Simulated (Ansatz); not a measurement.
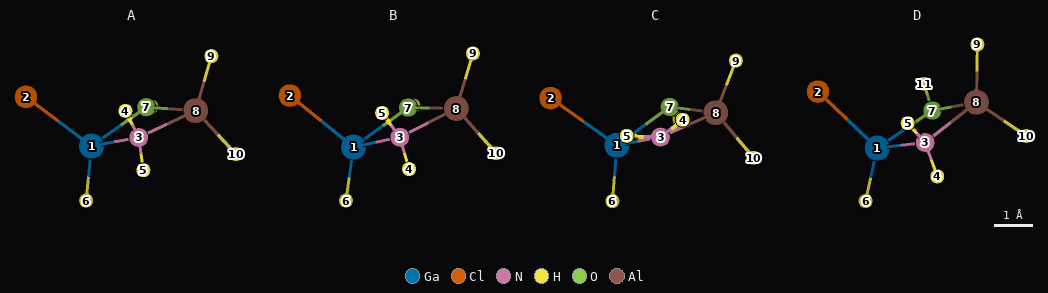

4 geometries from a converged minimum-energy path of GaAlNH6OCl, shuffled. A ball-and-stick model, seen from a free direction.

The calculation used Ansatz 0.2.0, RKS revPBE-D4/def2-SVP. Set-up: 5 movable images; climbing image; force threshold 0.05 eV/Å; iteration limit 60; starting path through a guess of the saddle point.

Q: Which frame is the top of the path?

A: C. In order along the path, whose images run from 0 to 6: A (image 1, +4.5 kJ/mol), C (image 3, +177.2 kJ/mol), B (image 5, +3.4 kJ/mol), D (image 6, 0.0 kJ/mol). No bond forms or breaks between the ends. Bond angles that change up to the highest image, for instance: Ga1–N3–H4 109.1° → 159.2°, H5–N3–Al8 116.4° → 157.5°.

Cost: 5.2 min on 4 threads of Arm Neoverse V2, with other jobs on the host, peak memory 0.2 GiB.
